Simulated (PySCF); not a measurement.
# PBr+: bond curves at several levels of theory

Aim: find the lowest electronic state of PBr+, scan its bond at several levels of theory, and get bond length, wavenumber and dissociation energy from each curve.

Program: PySCF 2.14.0. Level of theory: P def2-TZVPPD, Br def2-TZVPPD, no relativity. These are calculated values, not measurements.

**1. Input**

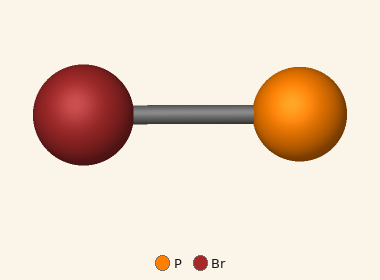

The two atoms at the starting distance (phosphorus orange, bromine red).

Settings of the job:

```
atoms                         : P, Br
charge                        : 1
basis                         : P def2-TZVPPD, Br def2-TZVPPD
Hamiltonian                   : no relativity
basis functions               : 105
electrons treated             : 49
masses in u                   : 30.9738, 78.9183
levels                        : PBE0, PBE, r²SCAN, LDA, r²SCANh, MN15, BHandHLYP, M06-2X, LC-ωPBE, HF, MP2, SCS-MP2, CCSD, CCSD(T)
grid                          : 80 radial by 434 angular points
occupations                   : held fixed by the projection of orbital angular momentum
dissociation limit            : P+ + Br, each in its ground configuration
starting distance in angstrom : 2.280
values of 2S to try           : 1, 3
```

Command:

```
OMP_NUM_THREADS=2 python dia.py task.json out
```

The job searches for the state first and then visits each distance with every level. Its results follow level by level.

**2. Search for the lowest state**

At the starting distance of 2.280 Å the search finds these solutions (others can lie among them):

```tsv
2Ms+1	unpaired	term	E (eV)	⟨S²⟩	⟨Lz²⟩	μ (D)
2	π ↑	²Π	0.00	0.77	1.02	-4.23
4	π ↑↑↑	⁴Π	1.94	3.76	1.01	-1.52
2	π ↑↑↓	not assigned	2.30	1.77	3.04	-1.53
4	σ ↑, π ↑↑	⁴Σ⁻	2.62	3.76	0.00	-3.68
2	σ ↓, π ↑↑	not assigned	3.25	1.78	0.00	-3.27
2	σ ↑	²Σ⁺	3.28	0.80	0.00	-4.25
2	π ↑	not assigned	3.74	0.75	3.02	-1.49
4	σ ↑, π ↑↑	not assigned	4.74	3.76	2.02	-2.28
4	σ ↑, π ↑↑	not assigned	5.03	3.76	2.02	-2.54
2	σ ↓, π ↑↑	not assigned	5.24	1.77	2.02	-2.33
4	σ ↑↑, π ↑	⁴Π	5.40	3.77	1.01	-3.79
```

A term symbol stands only where ⟨S²⟩ and ⟨Lz²⟩ are near those of a pure state. A positive dipole points from P to Br; in an ion it is taken about the centre of mass and does not tell which atom is negative.

Followed over a short scan are these candidates:

```tsv
2Ms+1	unpaired	R at minimum (Å)	energy at minimum (eV)
2	π ↑	2.06	0.00
4	π ↑↑↑	not bracketed	≤ 2.32
```

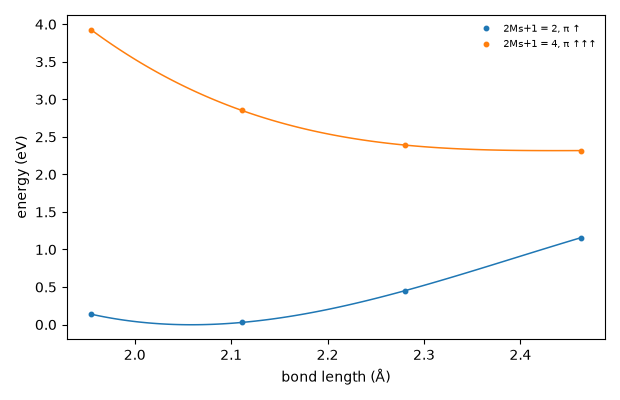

Short scans of the candidates.

The search made 11 SCF attempts at the starting distance; with the short scans it took 21 s of wall time (2 threads of Intel Xeon Platinum 8488C (Sapphire Rapids), shared host).

**3. PBE0 along the bond**

State followed: ²Π (doublet), unpaired electrons π ↑. The scan is laid around 2.060 Å.

The SCF at the reference distance, 2.060 Å, printed:

```text
******** <class 'pyscf.dft.uks_symm.SymAdaptedUKS'> ********
method = SymAdaptedUKS
initial guess = minao
damping factor = 0
level_shift factor = 0
DIIS = <class 'pyscf.scf.diis.CDIIS'>
diis_start_cycle = 1
diis_space = 10
diis_damp = 0
SCF conv_tol = 1e-09
SCF conv_tol_grad = None
SCF max_cycles = 60
direct_scf = False
max_memory 4900 MB (current use 846 MB)
number electrons alpha = 25  beta = 24
XC library pyscf.dft.libxc version 7.0.0
    S. Lehtola, C. Steigemann, M. J.T. Oliveira, and M. A.L. Marques.,  SoftwareX 7, 1–5 (2018)
XC functionals = PBE0
    C. Adamo and V. Barone.,  J. Chem. Phys. 110, 6158 (1999)
    M. Ernzerhof and G. E. Scuseria.,  J. Chem. Phys. 110, 5029 (1999)
small_rho_cutoff = 0
Overwritten attributes  get_jk get_hcore get_occ get_j get_k  of <class 'pyscf.dft.uks_symm.SymAdaptedUKS'>
<class 'pyscf.dft.uks_symm.SymAdaptedUKS'> does not have attributes  refdm
Set gradient conv threshold to 3.16228e-05
init E= -2914.76231450753
cycle= 1 E= -2914.72411347955  delta_E= 0.0382  |g|= 0.0248  |ddm|= 0.0566
cycle= 2 E= -2914.72375203887  delta_E= 0.000361  |g|= 0.0363  |ddm|= 0.0592
cycle= 3 E= -2914.72446828675  delta_E= -0.000716  |g|= 0.00911  |ddm|= 0.0384
cycle= 4 E= -2914.72451069596  delta_E= -4.24e-05  |g|= 0.00111  |ddm|= 0.00777
cycle= 5 E= -2914.72451182055  delta_E= -1.12e-06  |g|= 0.000336  |ddm|= 0.00152
cycle= 6 E= -2914.72451205405  delta_E= -2.34e-07  |g|= 0.000124  |ddm|= 0.000728
cycle= 7 E= -2914.72451216049  delta_E= -1.06e-07  |g|= 5.78e-05  |ddm|= 0.000702
cycle= 8 E= -2914.72451218388  delta_E= -2.34e-08  |g|= 2.17e-05  |ddm|= 0.00039
cycle= 9 E= -2914.72451218627  delta_E= -2.39e-09  |g|= 7.65e-06  |ddm|= 0.000135
cycle= 10 E= -2914.7245121864  delta_E= -1.33e-10  |g|= 1.17e-06  |ddm|= 2.83e-05
Extra cycle  E= -2914.72451218639  delta_E= 6.37e-12  |g|= 1.73e-06  |ddm|= 3.08e-06
converged SCF energy = -2914.72451218639  <S^2> = 0.7578084  2S+1 = 2.0077932
```

The curve and what changes along it:

```tsv
R (Å)	E (eV)	μ (D)	Mulliken charge of P (e)	Mayer bond order	⟨S²⟩	HOMO (eV)	LUMO (eV)
1.7716	1.5951	-1.52	0.56	1.89	0.76	-12.97	-10.68
1.8540	0.6965	-1.94	0.61	1.82	0.76	-13.20	-10.89
1.9364	0.2112	-2.38	0.64	1.78	0.76	-13.41	-11.10
1.9982	0.0434	-2.72	0.65	1.75	0.76	-13.56	-11.26
2.0600	0.0000	-3.06	0.67	1.73	0.76	-13.70	-11.40
2.1218	0.0507	-3.40	0.68	1.72	0.76	-13.84	-11.54
2.2042	0.2243	-3.84	0.69	1.70	0.76	-14.00	-11.72
2.3072	0.5539	-4.36	0.70	1.67	0.77	-14.16	-11.94
2.4308	1.0350	-4.85	0.71	1.62	0.84	-14.30	-12.19
2.5956	1.6823	-5.00	0.69	1.47	1.11	-14.38	-12.38
```

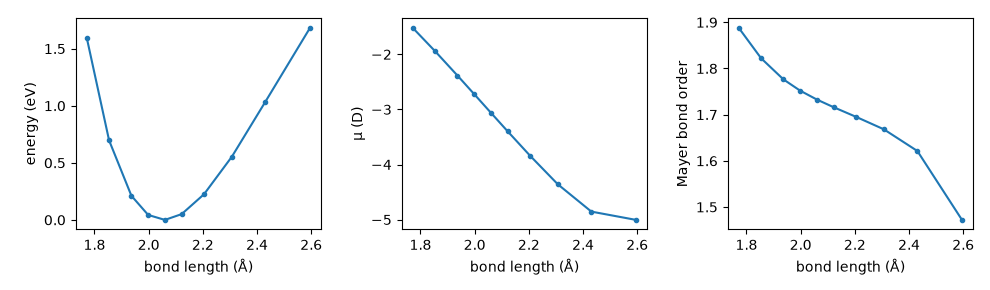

PBE0 along the bond.

Constants from the curve: Re = 2.055 Å, ωe = 554 cm⁻¹, ωexe = 1.63 cm⁻¹, αe = 0.000746 cm⁻¹, Be = 0.1795 cm⁻¹, De = 4.46 eV, μ = -3.03 D.

Orbitals nearest the gap at 2.060 Å:

```tsv
spin	orbital	ε (eV)	filled	made of
β	σ	-30.38	yes	Br s 83 %, P s 10 %
α	σ	-23.74	yes	P s 70 %, Br s 18 %, Br p 12 %
β	σ	-22.84	yes	P s 66 %, Br p 17 %, Br s 17 %
α	σ	-17.72	yes	Br p 45 %, P p 36 %, P s 15 %
α	π	-17.34	yes	Br p 68 %, P p 29 %
β	σ	-17.34	yes	Br p 41 %, P p 35 %, P s 21 %
α	π	-17.05	yes	Br p 76 %, P p 20 %
β	π	-17.01	yes	Br p 79 %, P p 17 %
β	π	-16.53	yes	Br p 84 %, P p 12 %
α	π	-13.70	yes	P p 70 %, Br p 29 %
α	π	-11.40	no	P p 77 %, Br p 21 %
β	π	-11.04	no	P p 80 %, Br p 18 %
β	π	-9.97	no	P p 83 %, Br p 13 %
α	σ	-7.23	no	P p 50 %, Br p 26 %, P d 11 %
```

Polarisability there: 52.4 bohr³ along the bond, 27.5 across it.

**4. Fields at the reference distance**

Orbitals, density, ELF and potential are computed afterwards from the orbital file.

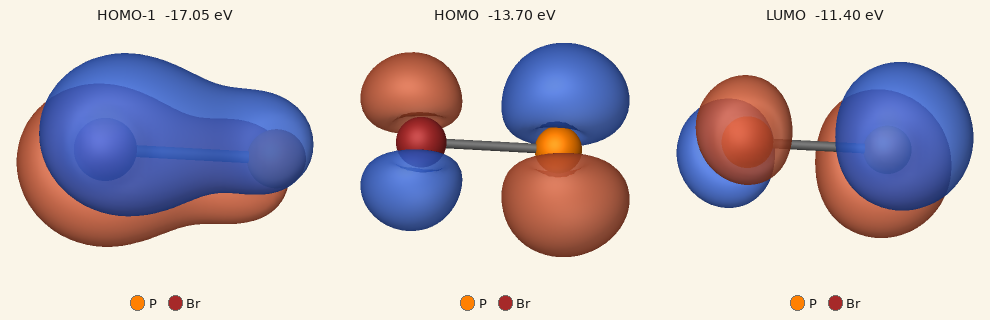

PBE0 orbitals (alpha spin) near the gap, drawn at the value that encloses 70 % of each; the two colours are the two signs.

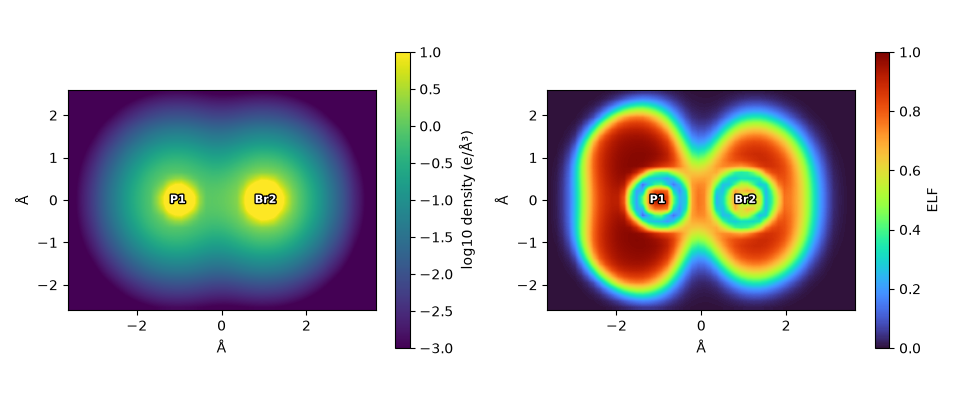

Density (left) and ELF (right) in a plane through or near 2 of the atoms.

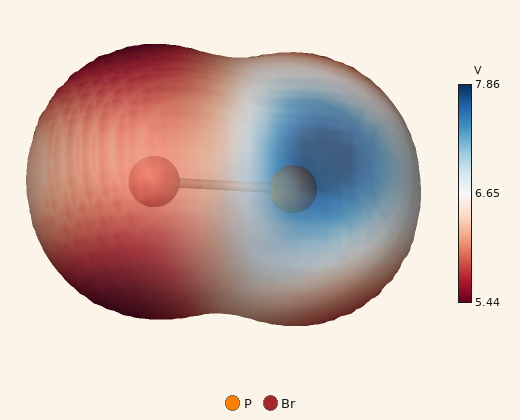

The potential that a unit positive charge feels on the 0.002 e/bohr³ surface, from the 1st to the 99th percentile, from 5.44 V near Br2 to 7.86 V near P1.

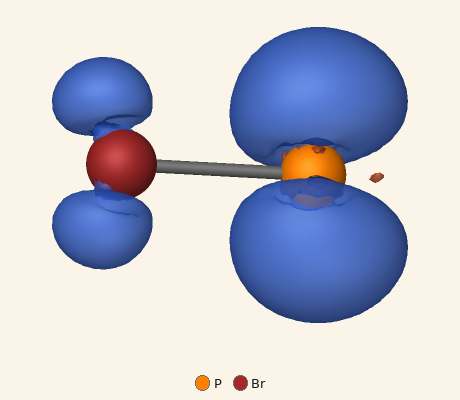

Spin density at ±0.04 e/Å³ (alpha excess blue, beta excess red).

**5. Higher solutions at PBE0**

State 2: ⁴Π (quartet), unpaired electrons π ↑↑↑, an excited solution.

Log of the SCF at 2.060 Å:

```text
[... 13 set-up lines left out, the same as in an earlier log ...]
max_memory 4900 MB (current use 915 MB)
number electrons alpha = 26  beta = 23
[... 7 set-up lines left out, the same as in an earlier log ...]
init E= -2914.63019104903
cycle= 1 E= -2914.60960638356  delta_E= 0.0206  |g|= 0.0163  |ddm|= 0.056
cycle= 2 E= -2914.60965015194  delta_E= -4.38e-05  |g|= 0.0156  |ddm|= 0.0364
cycle= 3 E= -2914.60976880109  delta_E= -0.000119  |g|= 0.0021  |ddm|= 0.017
cycle= 4 E= -2914.6097698724  delta_E= -1.07e-06  |g|= 0.000317  |ddm|= 0.00148
cycle= 5 E= -2914.60976998633  delta_E= -1.14e-07  |g|= 0.000137  |ddm|= 0.000708
cycle= 6 E= -2914.60977000083  delta_E= -1.45e-08  |g|= 4.63e-05  |ddm|= 0.000222
cycle= 7 E= -2914.60977000248  delta_E= -1.66e-09  |g|= 7.39e-06  |ddm|= 5.87e-05
cycle= 8 E= -2914.60977000257  delta_E= -8.78e-11  |g|= 2.92e-06  |ddm|= 1.77e-05
Extra cycle  E= -2914.60977000257  delta_E= -3.18e-12  |g|= 2.38e-06  |ddm|= 6.64e-06
converged SCF energy = -2914.60977000257  <S^2> = 3.7636888  2S+1 = 4.0068386
```

Re = 2.414 Å, ωe = 304 cm⁻¹, ωexe = 1.41 cm⁻¹, αe = 0.000801 cm⁻¹, Be = 0.1301 cm⁻¹, μ = -2.11 D. Its minimum lies 2.32 eV above that of the lowest state.

Energy (eV) from the lowest point of the lowest state:

```tsv
R (Å)	lowest	state 2
1.772	1.595	6.718
1.854	0.697	5.189
1.936	0.211	4.122
1.998	0.043	3.548
2.060	0.000	3.122
2.122	0.051	2.814
2.204	0.224	2.542
2.307	0.554	2.367
2.431	1.035	2.317
2.596	1.682	2.413
```

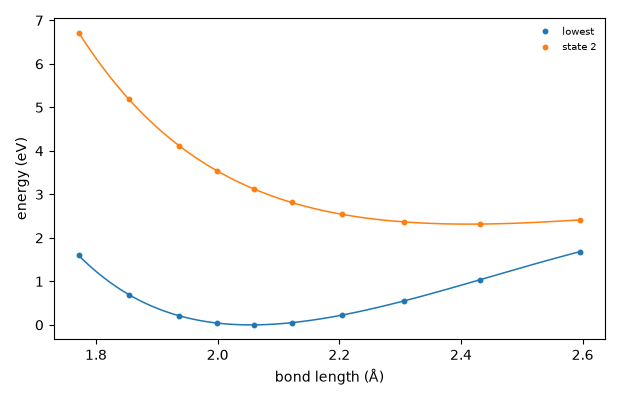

PBE0 curves of the followed states.

**6. PBE (GGA)**

The SCF at the reference distance, 2.060 Å, printed:

```text
[... 17 set-up lines left out, the same as in an earlier log ...]
XC functionals = PBE
    J. P. Perdew, K. Burke, and M. Ernzerhof.,  Phys. Rev. Lett. 77, 3865 (1996)
    J. P. Perdew, K. Burke, and M. Ernzerhof.,  Phys. Rev. Lett. 78, 1396 (1997)
    J. P. Perdew, K. Burke, and M. Ernzerhof.,  Phys. Rev. Lett. 77, 3865 (1996)
    J. P. Perdew, K. Burke, and M. Ernzerhof.,  Phys. Rev. Lett. 78, 1396 (1997)
[... 2 set-up lines left out, the same as in an earlier log ...]
init E= -2914.61322418048
cycle= 1 E= -2914.61310463199  delta_E= 0.00012  |g|= 0.074  |ddm|= 0.106
cycle= 2 E= -2914.59170061271  delta_E= 0.0214  |g|= 0.194  |ddm|= 0.231
cycle= 3 E= -2914.61513115377  delta_E= -0.0234  |g|= 0.0254  |ddm|= 0.199
cycle= 4 E= -2914.61560167571  delta_E= -0.000471  |g|= 0.00195  |ddm|= 0.0249
cycle= 5 E= -2914.61560371087  delta_E= -2.04e-06  |g|= 0.000887  |ddm|= 0.00309
cycle= 6 E= -2914.61560423836  delta_E= -5.27e-07  |g|= 0.000249  |ddm|= 0.00076
cycle= 7 E= -2914.61560428872  delta_E= -5.04e-08  |g|= 4.2e-05  |ddm|= 0.000307
cycle= 8 E= -2914.61560429048  delta_E= -1.77e-09  |g|= 1.79e-05  |ddm|= 6.89e-05
cycle= 9 E= -2914.61560429096  delta_E= -4.72e-10  |g|= 4.89e-06  |ddm|= 4.24e-05
Extra cycle  E= -2914.61560429087  delta_E= 8.32e-11  |g|= 1.3e-05  |ddm|= 1.83e-05
converged SCF energy = -2914.61560429087  <S^2> = 0.7551017  2S+1 = 2.0050952
```

Re = 2.079 Å, ωe = 523 cm⁻¹, ωexe = 1.66 cm⁻¹, αe = 0.000780 cm⁻¹, Be = 0.1753 cm⁻¹, De = 4.81 eV, μ = -2.90 D. 17 s of CPU time for 12 points, integrals apart.

**7. r²SCAN (meta-GGA)**

Log of the SCF at 2.060 Å:

```text
[... 17 set-up lines left out, the same as in an earlier log ...]
XC functionals = R2SCAN
    J. W. Furness, A. D. Kaplan, J. Ning, J. P. Perdew, and J. Sun.,  J. Phys. Chem. Lett. 11, 8208-8215 (2020)
    J. W. Furness, A. D. Kaplan, J. Ning, J. P. Perdew, and J. Sun.,  J. Phys. Chem. Lett. 11, 9248-9248 (2020)
    J. W. Furness, A. D. Kaplan, J. Ning, J. P. Perdew, and J. Sun.,  J. Phys. Chem. Lett. 11, 8208-8215 (2020)
    J. W. Furness, A. D. Kaplan, J. Ning, J. P. Perdew, and J. Sun.,  J. Phys. Chem. Lett. 11, 9248-9248 (2020)
[... 2 set-up lines left out, the same as in an earlier log ...]
init E= -2915.10820099144
cycle= 1 E= -2915.10925499365  delta_E= -0.00105  |g|= 0.0131  |ddm|= 0.0981
cycle= 2 E= -2915.10868340812  delta_E= 0.000572  |g|= 0.0321  |ddm|= 0.0426
cycle= 3 E= -2915.10933936618  delta_E= -0.000656  |g|= 0.00455  |ddm|= 0.0333
cycle= 4 E= -2915.1093543513  delta_E= -1.5e-05  |g|= 0.00109  |ddm|= 0.00466
cycle= 5 E= -2915.10935610265  delta_E= -1.75e-06  |g|= 0.000517  |ddm|= 0.00208
cycle= 6 E= -2915.10935696567  delta_E= -8.63e-07  |g|= 0.000191  |ddm|= 0.00218
cycle= 7 E= -2915.10935710236  delta_E= -1.37e-07  |g|= 9.09e-05  |ddm|= 0.00102
cycle= 8 E= -2915.10935711702  delta_E= -1.47e-08  |g|= 2.6e-05  |ddm|= 0.000303
cycle= 9 E= -2915.10935711811  delta_E= -1.09e-09  |g|= 7.14e-06  |ddm|= 8.11e-05
cycle= 10 E= -2915.10935711815  delta_E= -4.82e-11  |g|= 1.08e-06  |ddm|= 1.29e-05
Extra cycle  E= -2915.10935711816  delta_E= -2.27e-12  |g|= 7.46e-07  |ddm|= 1.89e-06
converged SCF energy = -2915.10935711816  <S^2> = 0.75819928  2S+1 = 2.0081825
```

Re = 2.064 Å, ωe = 541 cm⁻¹, ωexe = 1.66 cm⁻¹, αe = 0.000768 cm⁻¹, Be = 0.1780 cm⁻¹, De = 4.60 eV, μ = -2.95 D.

**8. LDA (local density)**

Log of the SCF at 2.060 Å:

```text
[... 17 set-up lines left out, the same as in an earlier log ...]
XC functionals = LDA,VWN
    P. A. M. Dirac.,  Math. Proc. Cambridge Philos. Soc. 26, 376 (1930)
    F. Bloch.,  Z. Phys. 57, 545 (1929)
    S. H. Vosko, L. Wilk, and M. Nusair.,  Can. J. Phys. 58, 1200 (1980)
[... 2 set-up lines left out, the same as in an earlier log ...]
init E= -2910.34571086492
cycle= 1 E= -2910.35034553871  delta_E= -0.00463  |g|= 0.0979  |ddm|= 0.187
cycle= 2 E= -2910.33137238436  delta_E= 0.019  |g|= 0.196  |ddm|= 0.214
cycle= 3 E= -2910.34884182799  delta_E= -0.0175  |g|= 0.0745  |ddm|= 0.23
cycle= 4 E= -2910.35278840805  delta_E= -0.00395  |g|= 0.00473  |ddm|= 0.0732
cycle= 5 E= -2910.35280486054  delta_E= -1.65e-05  |g|= 0.00197  |ddm|= 0.00783
cycle= 6 E= -2910.35280776087  delta_E= -2.9e-06  |g|= 0.000326  |ddm|= 0.00188
cycle= 7 E= -2910.35280783141  delta_E= -7.05e-08  |g|= 5.2e-05  |ddm|= 0.000266
cycle= 8 E= -2910.35280783327  delta_E= -1.86e-09  |g|= 1.38e-05  |ddm|= 7.04e-05
cycle= 9 E= -2910.35280783341  delta_E= -1.39e-10  |g|= 4.29e-06  |ddm|= 1.56e-05
Extra cycle  E= -2910.35280783328  delta_E= 1.36e-10  |g|= 1.48e-05  |ddm|= 1.8e-05
converged SCF energy = -2910.35280783328  <S^2> = 0.75320127  2S+1 = 2.0031987
```

Re = 2.057 Å, ωe = 540 cm⁻¹, ωexe = 1.65 cm⁻¹, αe = 0.000777 cm⁻¹, Be = 0.1792 cm⁻¹, De = 5.50 eV, μ = -2.81 D. 17 s of CPU time for 12 points, integrals apart.

**9. r²SCANh (hybrid meta-GGA)**

Log of the SCF at 2.060 Å:

```text
[... 13 set-up lines left out, the same as in an earlier log ...]
max_memory 4900 MB (current use 916 MB)
[... 3 set-up lines left out, the same as in an earlier log ...]
XC functionals = HYB_MGGA_XC_R2SCANH
    M. Bursch, H. Neugebauer, S. Ehlert, and S. Grimme.,  J. Chem. Phys. 156, 134105 (2022)
[... 2 set-up lines left out, the same as in an earlier log ...]
init E= -2915.10450617728
cycle= 1 E= -2915.10519629942  delta_E= -0.00069  |g|= 0.0105  |ddm|= 0.0848
cycle= 2 E= -2915.10514746615  delta_E= 4.88e-05  |g|= 0.0134  |ddm|= 0.0165
cycle= 3 E= -2915.10521374107  delta_E= -6.63e-05  |g|= 0.006  |ddm|= 0.0157
cycle= 4 E= -2915.1052388045  delta_E= -2.51e-05  |g|= 0.00106  |ddm|= 0.00664
cycle= 5 E= -2915.10524115141  delta_E= -2.35e-06  |g|= 0.000577  |ddm|= 0.00288
cycle= 6 E= -2915.10524203851  delta_E= -8.87e-07  |g|= 0.000224  |ddm|= 0.00184
cycle= 7 E= -2915.10524226247  delta_E= -2.24e-07  |g|= 0.000143  |ddm|= 0.00109
cycle= 8 E= -2915.10524232622  delta_E= -6.38e-08  |g|= 2.75e-05  |ddm|= 0.000701
cycle= 9 E= -2915.1052423297  delta_E= -3.48e-09  |g|= 6.96e-06  |ddm|= 0.000182
cycle= 10 E= -2915.10524232978  delta_E= -8.37e-11  |g|= 1.66e-06  |ddm|= 2.23e-05
Extra cycle  E= -2915.10524232978  delta_E= -4.55e-12  |g|= 1.03e-06  |ddm|= 3.13e-06
converged SCF energy = -2915.10524232978  <S^2> = 0.75896673  2S+1 = 2.0089467
```

Re = 2.057 Å, ωe = 550 cm⁻¹, ωexe = 1.64 cm⁻¹, αe = 0.000755 cm⁻¹, Be = 0.1792 cm⁻¹, De = 4.48 eV, μ = -3.01 D. 37 s of CPU time for 12 points, integrals apart.

**10. MN15 (hybrid meta-GGA)**

Output of the SCF at 2.060 Å:

```text
[... 17 set-up lines left out, the same as in an earlier log ...]
XC functionals = MN15
    H. S. Yu, X. He, S. L. Li, and D. G. Truhlar.,  Chem. Sci. 7, 5032-5051 (2016)
    H. S. Yu, X. He, S. L. Li, and D. G. Truhlar.,  Chem. Sci. 7, 5032-5051 (2016)
[... 2 set-up lines left out, the same as in an earlier log ...]
init E= -2915.3312836195
cycle= 1 E= -2915.36201545145  delta_E= -0.0307  |g|= 0.129  |ddm|= 0.344
cycle= 2 E= -2915.36259389618  delta_E= -0.000578  |g|= 0.0996  |ddm|= 0.0905
cycle= 3 E= -2915.36361918303  delta_E= -0.00103  |g|= 0.0132  |ddm|= 0.0472
cycle= 4 E= -2915.36371828347  delta_E= -9.91e-05  |g|= 0.00386  |ddm|= 0.0158
cycle= 5 E= -2915.3637293023  delta_E= -1.1e-05  |g|= 0.000858  |ddm|= 0.00427
cycle= 6 E= -2915.36373077403  delta_E= -1.47e-06  |g|= 0.000437  |ddm|= 0.00175
cycle= 7 E= -2915.36373180079  delta_E= -1.03e-06  |g|= 0.00024  |ddm|= 0.00187
cycle= 8 E= -2915.36373217977  delta_E= -3.79e-07  |g|= 0.000107  |ddm|= 0.00134
cycle= 9 E= -2915.36373226924  delta_E= -8.95e-08  |g|= 3.66e-05  |ddm|= 0.000808
cycle= 10 E= -2915.36373227539  delta_E= -6.15e-09  |g|= 7.93e-06  |ddm|= 0.000227
cycle= 11 E= -2915.36373227555  delta_E= -1.64e-10  |g|= 1.53e-06  |ddm|= 3.33e-05
Extra cycle  E= -2915.36373227556  delta_E= -5.46e-12  |g|= 1.23e-06  |ddm|= 3.74e-06
converged SCF energy = -2915.36373227556  <S^2> = 0.7585698  2S+1 = 2.0085515
```

Re = 2.037 Å, ωe = 563 cm⁻¹, ωexe = 1.77 cm⁻¹, αe = 0.000782 cm⁻¹, Be = 0.1827 cm⁻¹, De = 4.24 eV, μ = -3.00 D. 38 s of CPU time for 12 points, integrals apart.

**11. BHandHLYP**

The SCF at the reference distance, 2.060 Å, printed:

```text
[... 17 set-up lines left out, the same as in an earlier log ...]
XC functionals = BHANDHLYP
    A. D. Becke.,  J. Chem. Phys. 98, 1372 (1993)
    Defined through Gaussian implementation.
[... 2 set-up lines left out, the same as in an earlier log ...]
init E= -2915.14147602017
cycle= 1 E= -2915.14289706659  delta_E= -0.00142  |g|= 0.0331  |ddm|= 0.12
cycle= 2 E= -2915.14268185288  delta_E= 0.000215  |g|= 0.0366  |ddm|= 0.052
cycle= 3 E= -2915.14324911398  delta_E= -0.000567  |g|= 0.00486  |ddm|= 0.0321
cycle= 4 E= -2915.14326436133  delta_E= -1.52e-05  |g|= 0.000846  |ddm|= 0.00546
cycle= 5 E= -2915.14326589437  delta_E= -1.53e-06  |g|= 0.0004  |ddm|= 0.00219
cycle= 6 E= -2915.14326623749  delta_E= -3.43e-07  |g|= 0.000168  |ddm|= 0.00089
cycle= 7 E= -2915.14326638107  delta_E= -1.44e-07  |g|= 0.000104  |ddm|= 0.000607
cycle= 8 E= -2915.14326646486  delta_E= -8.38e-08  |g|= 4.64e-05  |ddm|= 0.000627
cycle= 9 E= -2915.14326648367  delta_E= -1.88e-08  |g|= 1.22e-05  |ddm|= 0.000404
cycle= 10 E= -2915.14326648421  delta_E= -5.4e-10  |g|= 3.99e-06  |ddm|= 5.91e-05
Extra cycle  E= -2915.14326648423  delta_E= -2.68e-11  |g|= 2.5e-06  |ddm|= 8.2e-06
converged SCF energy = -2915.14326648423  <S^2> = 0.75885322  2S+1 = 2.0088337
```

Re = 2.050 Å, ωe = 560 cm⁻¹, ωexe = 1.59 cm⁻¹, αe = 0.000740 cm⁻¹, Be = 0.1803 cm⁻¹, De = 3.90 eV, μ = -3.28 D. 56 s of CPU time for 12 points, integrals apart.

(Part 1 of 2 ends here.)
